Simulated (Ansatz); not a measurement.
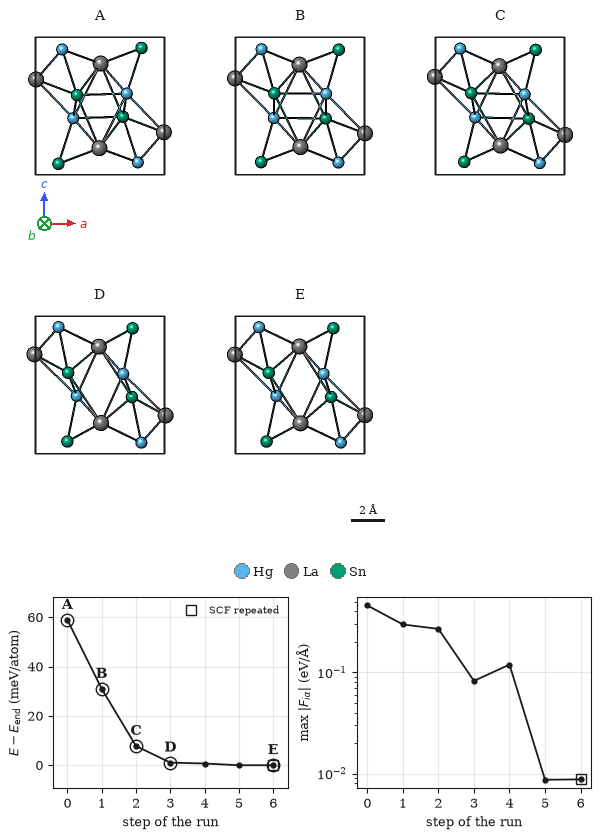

Frames of a relaxation of solid LaSnHg (a generated structure, set up in Pnma), marked on the history of the run. A ball-and-stick model of the cell of the calculation, seen along the b axis.

The start is a swapped structure.

Theory: DFT, PAW plane waves, PBE+U in Ansatz 0.2.0. Set-up: plane-wave cutoff 420 eV; k-point mesh 4 × 4 × 4; occupations gaussian; smearing width 0.0214 eV; no spin polarisation; U = 2.36 eV on Hg d; atoms relaxed in a fixed cell; at most 40 steps.

Q: What happens along the run?

A: The largest moves, 0.51 Å, are those of Sn atoms. Largest moves by element: Sn 0.51 Å, La 0.25 Å, Hg 0.21 Å. The cell doesn't change. Among the contacts that change: Hg–La 3.755 → 3.353 Å, Hg–Sn 3.056 → 3.366 Å, Hg–La 3.294 → 3.598 Å, La–Sn 3.631 → 3.403 Å. The space group stays Pnma (No. 62). After 5 accepted moves (6 points after the start) the energy has fallen by 58.9 meV per atom. Largest force component: 0.46 eV/Å at the start, 0.0088 eV/Å at the end. 1 step only repeated the SCF at the same geometry. Cost: 6.7 min on 2 threads of Arm Neoverse V1 (shared host), peak memory 1.8 GiB. From step 0 to 1: Sn atoms move most (0.19 Å), energy −27.9 meV per atom. From step 1 to 2: Sn atoms move most (0.20 Å), energy −23.2 meV per atom. From step 2 to 3: Sn atoms move most (0.19 Å), energy −6.7 meV per atom. From step 3 to 6: Sn atoms move most (0.05 Å), energy −1.0 meV per atom.
